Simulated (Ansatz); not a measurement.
# Calculations on GePH7O2

### Relaxation

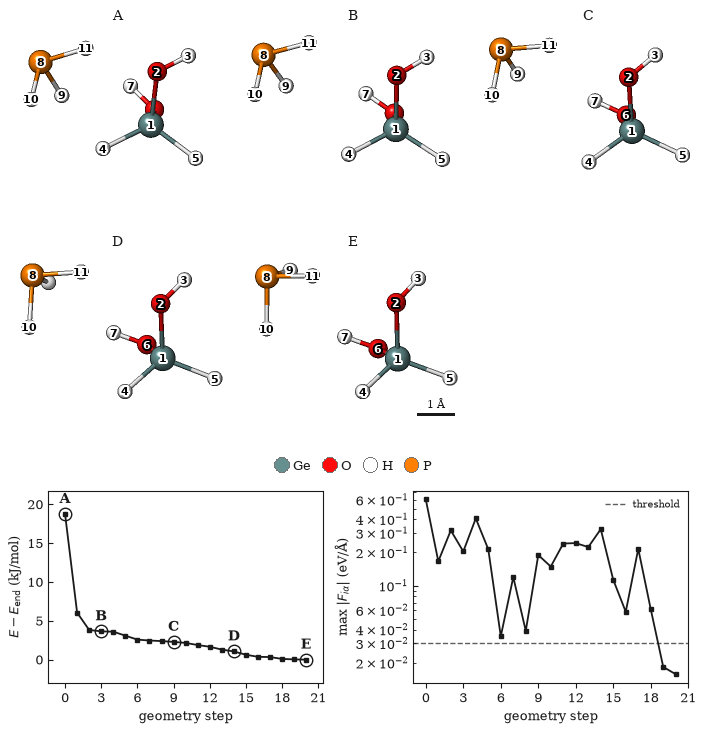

Frames of a relaxation of GePH7O2, marked on the history of the run. The picture is a ball-and-stick view, seen from a free direction.

The run prepares an end point of a later path (reaction) calculation, from a guessed geometry.

All numbers below come from RKS r2SCANh-D4/def2-SVP in Ansatz 0.2.0.

The input:
```yaml
crystal:
  periodic: [false, false, false]
  atoms:
    - { symbol: Ge, position_ang: [-0.196436, -0.00416, 0.091887] }
    - { symbol: O, position_ang: [-0.054584, 0.15285, 1.853888] }
    - { symbol: H, position_ang: [-0.869951, 0.471078, 2.257534] }
    - { symbol: H, position_ang: [1.194307, -0.366731, -0.405766] }
    - { symbol: H, position_ang: [-0.741081, 1.294966, -0.508255] }
    - { symbol: O, position_ang: [-1.46439, -1.17193, -0.325901] }
    - { symbol: H, position_ang: [-1.331886, -2.050368, 0.04367] }
    - { symbol: P, position_ang: [1.311914, -2.981159, 1.122053] }
    - { symbol: H, position_ang: [0.529404, -2.802964, -0.053112] }
    - { symbol: H, position_ang: [2.359677, -2.149761, 0.640328] }
    - { symbol: H, position_ang: [0.691726, -1.927022, 1.845374] }
basis:
  gaussian: { orbitals: def2-SVP }
hamiltonian:
  xc: r2scanh
  dispersion: d4
relax:
  f_tol: 0.03
  max_steps: 50
```

Launched with:
```bash
ansatz run input.yaml --threads 4 --pin off --max-ram 5120MiB --backend cpu --events-out ev --progress --plain --runs-dir out
```

### What happens along the run?

The energy falls by 18.8 kJ/mol in 20 geometry steps. The largest force component goes from 0.6 to 0.016 eV/Å. The largest move after the best rigid fit is that of H9, 1.44 Å. Largest moves by element: H 1.44 Å, O 0.52 Å, Ge 0.42 Å, P 0.39 Å. Among the contacts that change: Ge1–P8 3.493 → 4.245 Å, Ge1–H4 1.521 → 1.529 Å, P8–H10 1.422 → 1.428 Å, Ge1–O2 1.775 → 1.781 Å. Among the angles between lasting bonds that change: O2–Ge1–H4 105.8° → 103.3°, Ge1–O6–H7 114.3° → 111.9°, H4–Ge1–O6 114.8° → 112.5°. The run took 45 s on 4 threads of Arm Neoverse V2 (shared host), peak memory 0.3 GiB. From step 0 to 3: H9 moves most (0.40 Å), energy −15.1 kJ/mol. From step 3 to 9: H9 moves most (0.36 Å), energy −1.36 kJ/mol. From step 9 to 14: H atoms move most (0.51 Å), energy −1.23 kJ/mol. From step 14 to 20: H9 moves most (0.36 Å), energy −1.06 kJ/mol.

### Relaxation

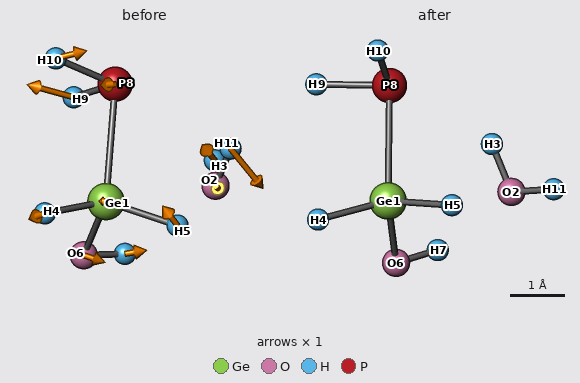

The structure of GePH$_{7}$O$_{2}$ before (left) and after (right) a relaxation, at one scale. The orange arrows give the displacements, at their true length.

The picture is a ball-and-stick view, seen from a free direction.

The run prepares an end point of a later path (reaction) calculation, from a guessed geometry.

Theory: Ansatz, RKS r2SCANh-D4/def2-SVP. Set-up: no spin polarisation; force threshold 0.03 eV/Å; at most 50 steps.

> Describe what moved and what it gained.

The energy falls by 3.86 kcal/mol in 19 accepted moves (20 points after the start). Largest force component: 1 eV/Å at the start, 0.03 eV/Å at the end. The line search rejected the trial step at point 15 of the run. The largest move after the best rigid fit is that of H11, 1.09 Å. Largest moves by element: H 1.09 Å, O 0.44 Å, P 0.44 Å, Ge 0.16 Å. Near-neighbour distances that change, for instance: Ge1–P8 2.291 → 2.337 Å, O2–H11 0.988 → 0.963 Å, Ge1–O6 1.779 → 1.765 Å, P8–H10 1.433 → 1.425 Å. Among the angles between lasting bonds that change: Ge1–P8–H9 90.9° → 96.1°, H5–Ge1–P8 108.8° → 106.2°, Ge1–O6–H7 106.5° → 108.6°. Groups turn about Ge1–P8 by about 60°. Cost: 47 s on 4 threads of Arm Neoverse V2, with other jobs on the host, peak memory 0.3 GiB.

### Path

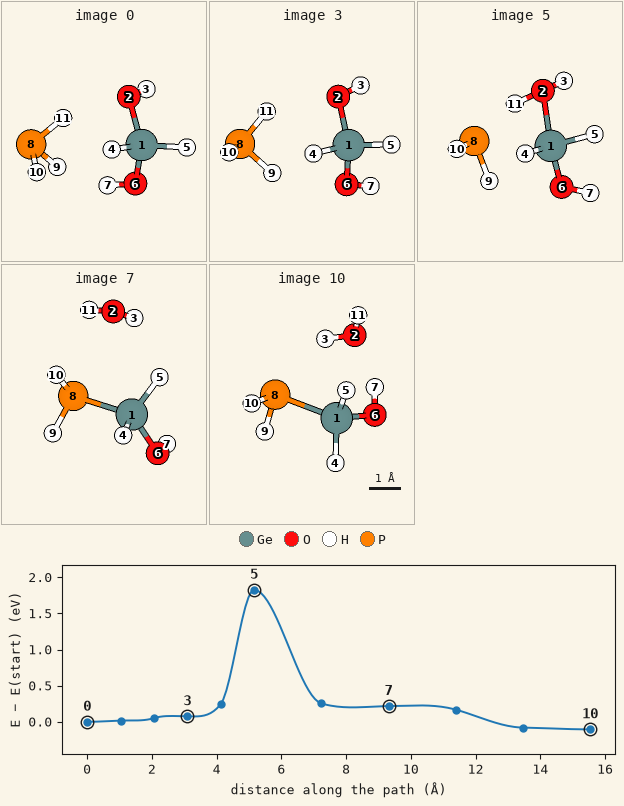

NEB run on GePH7O2, made up at the start of GeH$_{4}$O$_{2}$ and PH$_{3}$. Images are numbered from 0 (start) to 10 (end). Style: ball-and-stick. Shown at a tilt.

All numbers below come from RKS r2SCANh-D4/def2-SVP in Ansatz 0.2.0. Run with 9 movable images; climbing image; force threshold 0.03 eV/Å; iteration limit 60; starting path through a guess of the saddle point.

**Read off the barrier and say what moves.**

Forward barrier 1.83 eV, backward barrier 1.93 eV, with image 5 at the top; the reaction energy is −0.10 eV. Breaking: Ge1–O2 (1.78 → 1.97 at the top → 3.38 Å), P8–H11 (1.43 → 1.82 at the top → 3.78 Å). Forming: Ge1–P8 (4.25 → 2.92 at the top → 2.34 Å), O2–H11 (2.51 → 1.13 at the top → 0.96 Å). The band is converged. At the top, the vibrational analysis gives one imaginary mode (783i cm⁻¹), as a transition state must have.

Limits of the set-up: the start holds two separate molecules, 2.3 Å apart at their closest, whose relative position is a soft coordinate.

The run took 11 min on 4 threads of Arm Neoverse V2, with other jobs on the host, peak memory 0.31 GiB.
